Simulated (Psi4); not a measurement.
# One shape, several levels: [SnH5]− (SMILES [H][Sn-]([H])([H])([H])[H])

Wanted: a comparison of 3 runs (HF/STO-3G, revTPSSh-D3(BJ)/def2-SVPD, CCSD(T)/def2-TZVP) of [SnH5]−. 

Program for the calculation: Psi4 1.11.

4 further runs of the same task are left out: 2 that didn't finish, 2 set aside as unsound or not needed.

## Step 1: The structure to begin with

[SnH5]− has 6 atoms, charge -1, and is taken as a singlet. SMILES: `[H][Sn-]([H])([H])([H])[H]`. Geometry: a GFN2-xTB relaxation, a rough one for these elements and not checked as a minimum.

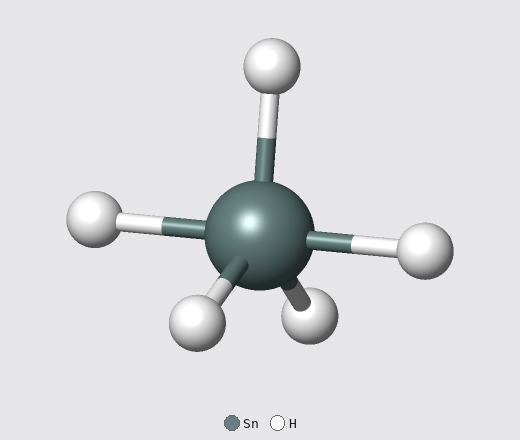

The structure, seen from a chosen angle (tin teal, hydrogen white).

## Step 2: Energy and gradient at HF/STO-3G (run 1)

File input.json:

```json
{
 "schema_name": "qcschema_input",
 "schema_version": 1,
 "molecule": {
  "schema_name": "qcschema_molecule",
  "schema_version": 2,
  "symbols": ["Sn", "H", "H", "H", "H", "H"],
  "geometry": [0.00085038, -0.00266451, 0.00079368, -0.0379268, -0.01188638, 3.56362663, 0.03826695, 0.02025786, -3.56785962, 3.36896594, 0.02037125, 0.03564023, -1.70542114, 2.90256264, -0.00646286, -1.66475423, -2.92862196, -0.02573807],
  "molecular_charge": -1,
  "molecular_multiplicity": 1,
  "fix_symmetry": "c1"
 },
 "driver": "gradient",
 "model": {
  "method": "scf",
  "basis": "STO-3G"
 },
 "keywords": {
  "puream": true,
  "e_convergence": 1e-09,
  "d_convergence": 1e-08,
  "scf_type": "pk"
 }
}
```

Run with:

```
$ psi4 --qcschema input.json -n 1 --memory 1600MB
```

stdout:

```text
[...]
  Running in c1 symmetry.
[...]
  Nuclear repulsion =   74.454838878358814
[...]
  Multiplicity = 1
[...]
  Nalpha       = 28
  Nbeta        = 28
[...]
    Number of basis functions: 32
[...]
   @RHF iter   1: -5965.68248172137737   -3.15115e+00   1.56377e-02 ADIIS/DIIS
[...]
   @RHF iter   7: -5965.93547280385428    1.81899e-12   2.01665e-09 DIIS
[...]
    Orbital Energies [Eh]
    ---------------------
    Doubly Occupied:
       1A   -1029.594763     2A   -153.225741     3A   -145.055423
       4A   -145.055421     5A   -145.054990     6A    -29.302803
       7A    -26.285426     8A    -26.285421     9A    -26.283539
      10A    -17.887400    11A    -17.887398    12A    -17.886475
      13A    -17.886471    14A    -17.886097    15A     -4.516798
      16A     -3.271362    17A     -3.271341    18A     -3.265540
      19A     -0.598192    20A     -0.596557    21A     -0.596528
      22A     -0.587112    23A     -0.587097    24A     -0.309045
      25A     -0.137197    26A     -0.136794    27A     -0.119489
      28A      0.056122
[...]
  @RHF Final Energy: -5965.93547280385428
   => Energetics <=
    Nuclear Repulsion Energy =             74.4548388783588138
    One-Electron Energy =               -8413.7520304383688199
    Two-Electron Energy =                2373.3617187561562787
    Total Energy =                      -5965.9354728038542817
[...]
 Multipole Moments:
 ------------------------------------------------------------------------------------
     Multipole            Electronic (a.u.)      Nuclear  (a.u.)        Total (a.u.)
 ------------------------------------------------------------------------------------
 L = 1.  Multiply by 2.5417464519 to convert [e a0] to [Debye]
 Dipole X            :          0.0047717           -0.0028492            0.0019226
 Dipole Y            :         -0.0179022            0.0089049           -0.0089973
 Dipole Z            :          0.0065154           -0.0026494            0.0038661
 Magnitude           :                                                    0.0099797
[...]
  -Total Gradient:
     Atom            X                  Y                   Z
    ------   -----------------  -----------------  -----------------
       1        0.000181438572    -0.000758299378     0.000379828662
       2       -0.000469924335     0.000008481997     0.035497536238
       3        0.000371982944     0.000519035790    -0.036021325401
       4        0.030949487864     0.000291925040     0.000309367175
       5       -0.015693069675     0.026713533099    -0.000108620584
       6       -0.015339915371    -0.026774676548    -0.000056786091
[...]
```

The result, in JSON:

```text
{
 "driver": "gradient",
 "model": {
  "method": "scf",
  "basis": "STO-3G"
 },
 "success": true,
 "return_result": [0.00018143857219620548, -0.0007582993781459482, 0.0003798286623266599, -0.0004699243349959464, 8.481996946823125e-06, 0.03549753623791241, 0.00037198294440839944, 0.0005190357897399316, -0.03602132540072045, 0.030949487864480124, 0.00029192504028854784, 0.00030936717491467916, -0.015693069674721172, 0.026713533098914333, -0.0001086205837433111, -0.015339915371392412, -0.026774676547788895, -5.6786090723381574e-05],
 "properties": {
  "calcinfo_nbasis": 32,
  "calcinfo_nmo": 32,
  "calcinfo_nalpha": 28,
  "calcinfo_nbeta": 28,
  "calcinfo_natom": 6,
  "nuclear_repulsion_energy": 74.45483887835881,
  "return_energy": -5965.935472803854,
  "return_gradient": [0.00018143857219620548, -0.0007582993781459482, 0.0003798286623266599, -0.0004699243349959464, 8.481996946823125e-06, 0.03549753623791241, 0.00037198294440839944, 0.0005190357897399316, -0.03602132540072045, 0.030949487864480124, 0.00029192504028854784, 0.00030936717491467916, -0.015693069674721172, 0.026713533098914333, -0.0001086205837433111, -0.015339915371392412, -0.026774676547788895, -5.6786090723381574e-05],
  "scf_one_electron_energy": -8413.752030438369,
  "scf_two_electron_energy": 2373.3617187561563,
  "scf_dipole_moment": [0.0019225858256783912, -0.008997349562032575, 0.0038660641355335035],
  "scf_total_energy": -5965.935472803854,
  "scf_total_gradient": [0.00018143857219620548, -0.0007582993781459482, 0.0003798286623266599, -0.0004699243349959464, 8.481996946823125e-06, 0.03549753623791241, 0.00037198294440839944, 0.0005190357897399316, -0.03602132540072045, 0.030949487864480124, 0.00029192504028854784, 0.00030936717491467916, -0.015693069674721172, 0.026713533098914333, -0.0001086205837433111, -0.015339915371392412, -0.026774676547788895, -5.6786090723381574e-05],
  "scf_iterations": 7
 }
}
```

Wall time 1.5 s (1 thread of Intel Xeon 6975P-C (Granite Rapids), shared host); peak memory 0.19 GiB.

## Step 3: A single-point energy at revTPSSh-D3(BJ)/def2-SVPD (density fitting, core potential, ddCOSMO ethanol) (run 2)

File run.py:

```python
import psi4

psi4.set_memory(1600000000)
psi4.set_num_threads(1)
psi4.core.set_output_file('output.dat', False)

geom = psi4.geometry("""
-1 1
Sn     0.00085038    -0.00266451     0.00079368
H     -0.03792680    -0.01188638     3.56362663
H      0.03826695     0.02025786    -3.56785962
H      3.36896594     0.02037125     0.03564023
H     -1.70542114     2.90256264    -0.00646286
H     -1.66475423    -2.92862196    -0.02573807
units au
symmetry c1
""")

psi4.set_options({
    'basis': 'def2-SVPD',
    'ddx': True,
    'ddx_model': 'cosmo',
    'ddx_solvent': 'ethanol',
    'ddx_radii_set': 'uff',
})

e = psi4.energy("revtpssh-d3bj")
print(f'total energy {e:.8f} hartree = {e * 27.211386:.5f} eV')
for k, v in sorted(psi4.core.scalar_variables().items()):
    print(f'{k:45s} {v:18.10f}')
```

Run with:

```
$ python run.py
```

output.dat:

```text
[...]
    !!!  WARNING: ECP capability is in beta. Please check occupations closely.  !!!
[...]
  Running in c1 symmetry.
[...]
  Nuclear repulsion =   33.811612376505792
[...]
  Multiplicity = 1
[...]
  Nalpha       = 14
  Nbeta        = 14
[...]
    Number of basis functions: 72
[...]
   @DF-RKS iter   1:  -216.87064743870530   -1.10316e+00   8.17273e-03 ADIIS/DIIS
[...]
   @DF-RKS iter   7:  -217.14282358952133   -1.81741e-07   5.32811e-07 DIIS
[...]
    Orbital Energies [Eh]
    ---------------------
    Doubly Occupied:
       1A     -4.985305     2A     -3.340877     3A     -3.340853
       4A     -3.337559     5A     -0.948170     6A     -0.948153
       7A     -0.945700     8A     -0.943126     9A     -0.943109
      10A     -0.466613    11A     -0.292060    12A     -0.291834
      13A     -0.284529    14A     -0.178066
[...]
  @DF-RKS Final Energy:  -217.14282358952133
   => Energetics <=
    Nuclear Repulsion Energy =             33.8116123765057921
    One-Electron Energy =                -452.0030775342869447
    Two-Electron Energy =                 219.0872063444098785
    DFT Exchange-Correlation Energy =     -17.9446746379454858
    Empirical Dispersion Energy =          -0.0032957799758375
    VV10 Nonlocal Energy =                  0.0000000000000000
    DD Solvation Energy =                 -0.0905943582286725
    Total Energy =                       -217.1428235895213277
[...]
 Multipole Moments:
 ------------------------------------------------------------------------------------
     Multipole            Electronic (a.u.)      Nuclear  (a.u.)        Total (a.u.)
 ------------------------------------------------------------------------------------
 L = 1.  Multiply by 2.5417464519 to convert [e a0] to [Debye]
 Dipole X            :          0.0008830           -0.0040058           -0.0031229
 Dipole Y            :         -0.0363701            0.0125200           -0.0238501
 Dipole Z            :          0.0106044           -0.0037249            0.0068795
 Magnitude           :                                                    0.0250181
[...]
```

Standard output:

```text
total energy -217.14282359 hartree = -5908.75719 eV
CURRENT ENERGY                                   -217.1428235895
CURRENT REFERENCE ENERGY                         -217.1428235895
DD SOLVATION ENERGY                                -0.0905943582
DFT FUNCTIONAL TOTAL ENERGY                      -217.0489334513
DFT TOTAL ENERGY                                 -217.0522292313
DFT VV10 ENERGY                                     0.0000000000
DFT XC ENERGY                                     -17.9446746379
DISPERSION CORRECTION ENERGY                       -0.0032957800
GRID ELECTRONS ALPHA                               14.0000006908
GRID ELECTRONS BETA                                14.0000006908
GRID ELECTRONS TOTAL                               28.0000013817
NUCLEAR REPULSION ENERGY                           33.8116123765
ONE-ELECTRON ENERGY                              -452.0030775343
PCM POLARIZATION ENERGY                             0.0000000000
PE ENERGY                                           0.0000000000
REVTPSSH-D3(BJ) DISPERSION CORRECTION ENERGY       -0.0032957800
SCF ITERATION ENERGY                             -217.1428235895
SCF ITERATIONS                                      7.0000000000
SCF TOTAL ENERGY                                 -217.1428235895
TWO-ELECTRON ENERGY                               219.0872063444
XC GRID RADIAL POINTS                              75.0000000000
XC GRID SPHERICAL POINTS                          302.0000000000
XC GRID TOTAL POINTS                           131824.0000000000
```

Run time: 9 s. Hardware: 1 thread of Intel Xeon 6975P-C (Granite Rapids), shared host; peak memory 0.91 GiB.

## Step 4: A single-point energy at CCSD(T)/def2-TZVP (core potential) (run 3)

File input.dat:

```
memory 1600 mb

molecule molecule1 {
  -1 1
  Sn     0.000450    -0.001410     0.000420
  H     -0.020070    -0.006290     1.885790
  H      0.020250     0.010720    -1.888030
  H      1.782780     0.010780     0.018860
  H     -0.902470     1.535970    -0.003420
  H     -0.880950    -1.549760    -0.013620
  units angstrom
  symmetry c1
  no_reorient
  no_com
}

set basis def2-TZVP
set reference rhf
set puream true
set e_convergence 1e-09
set d_convergence 1e-08
set scf_type pk
set num_frozen_docc 4

energy('ccsd(t)')
print_variables()
```

Run with:

```
$ psi4 -n 1 input.dat output.dat
```

output.dat:

```text
[...]
    !!!  WARNING: ECP capability is in beta. Please check occupations closely.  !!!
[...]
  Running in c1 symmetry.
[...]
  Nuclear repulsion =   33.811612386778179
[...]
  Multiplicity = 1
[...]
  Nalpha       = 14
  Nbeta        = 14
[...]
    Number of basis functions: 80
[...]
 WARNING: Atomic UHF is not converging! Try casting from a smaller basis or call Rob at CCMST.
   -------------------------
[...]
   @RHF iter   1:  -216.07062546579260   -1.60111e+00   5.12248e-03 ADIIS/DIIS
[...]
   @RHF iter  10:  -216.16502269127730   -2.35900e-12   2.87383e-09 DIIS
[...]
    Orbital Energies [Eh]
    ---------------------
    Doubly Occupied:
       1A     -5.650439     2A     -3.841569     3A     -3.841556
       4A     -3.838369     5A     -1.112244     6A     -1.109725
       7A     -1.109705     8A     -1.102094     9A     -1.102081
      10A     -0.460403    11A     -0.249508    12A     -0.249215
      13A     -0.237894    14A     -0.103090
[...]
  @RHF Final Energy:  -216.16502269127730
   => Energetics <=
    Nuclear Repulsion Energy =             33.8116123867781795
    One-Electron Energy =                -451.9374846515464128
    Two-Electron Energy =                 201.9608495734909468
    Total Energy =                       -216.1650226912773007
[...]
 Multipole Moments:
 ------------------------------------------------------------------------------------
     Multipole            Electronic (a.u.)      Nuclear  (a.u.)        Total (a.u.)
 ------------------------------------------------------------------------------------
 L = 1.  Multiply by 2.5417464519 to convert [e a0] to [Debye]
 Dipole X            :         -0.0171015            0.0178390            0.0007375
 Dipole Y            :          0.0504671           -0.0559359           -0.0054688
 Dipole Z            :         -0.0118220            0.0166674            0.0048454
 Magnitude           :                                                    0.0073437
[...]
      * MP2 total energy                      = -216.525424172800911
[...]
      * CCSD total energy                     = -216.552325444767121
[...]
      * CCSD(T) total energy                  = -216.561647855210111
[...]
```

Wall time 15 s (1 thread of Intel Xeon 6975P-C (Granite Rapids), shared host); peak memory 0.48 GiB.

## Step 5: All runs side by side

```csv
run,level,task,integrals,energy (Eh),HOMO energy (eV),LUMO energy (eV),HOMO–LUMO gap (eV),wall time
1,HF/STO-3G,gradient,pk,-5965.935473,1.53,19.43,17.91,1.5 s
2,"revTPSSh-D3(BJ)/def2-SVPD (density fitting, core potential, ddCOSMO ethanol)",energy,df,-217.142824,-4.85,-1.00,3.84,9 s
3,CCSD(T)/def2-TZVP (core potential),energy,pk,-216.561648,-2.81,7.35,10.15,15 s
```

## Step 6: Outcome

```
                                                    quantity          value
                                         run 3: total energy  -216.56165 Eh
                  run 3: HOMO energy (Hartree–Fock orbitals)       -2.81 eV
                  run 3: LUMO energy (Hartree–Fock orbitals)        7.35 eV
run 3: HOMO–LUMO gap (to an unbound level, set by the basis)       10.15 eV
          run 3: correlation energy (4 core orbitals frozen)     -396.6 mEh
                                       run 3: (T) correction      -9.32 mEh
                                        run 3: T1 diagnostic          0.015
```

Some runs of one species differ in core potentials or relativity; totals across that change don't compare. In run 1 the HOMO lies above zero, so the outermost electron may be held by the basis alone. In run 1 the basis is minimal, so the values are rough. In run 1 relativity is left out where basis or elements ask for it. All runs together took 26 s, the longest 15 s.
